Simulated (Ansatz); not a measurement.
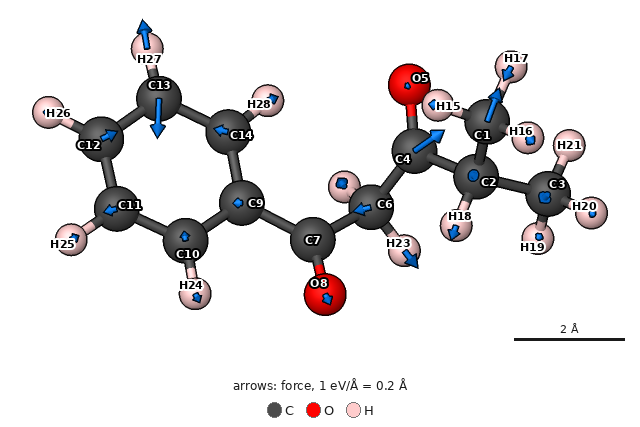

Starting geometry of C12H14O2 (coarse preliminary run) with the computed forces as blue arrows. The picture is a ball-and-stick view, seen face on.

The start comes from a force field.

Level of theory: RKS PBE-D4/def2-SVP (Ansatz 0.2.0). Settings: force threshold 0.03 eV/Å; at most 200 steps.

Question: Is this structure relaxed? If not, where do the atoms go?

Answer: It isn't relaxed: the largest force vector, on a C atom, is 3.90 eV/Å. The final displacements follow the starting forces only in part (cosine between the two patterns 0.30). Over 11 geometry steps the energy falls by 0.798 eV. The largest force component goes from 3.8 to 0.013 eV/Å. An O atom moves most after the best rigid fit: 0.24 Å. Largest moves by element: O 0.24 Å, H 0.19 Å, C 0.11 Å. Some distances before and after: C–C 1.442 → 1.535 Å, C–H 1.029 → 1.101 Å, C–H 1.176 → 1.108 Å, C–C 1.595 → 1.528 Å. Among the angles between lasting bonds that change: H–C–H 104.8° → 110.4°, C–C–O 117.5° → 123.0°, H–C–H 103.1° → 108.6°. The run took about 15 s of wall time on a shared GPU.
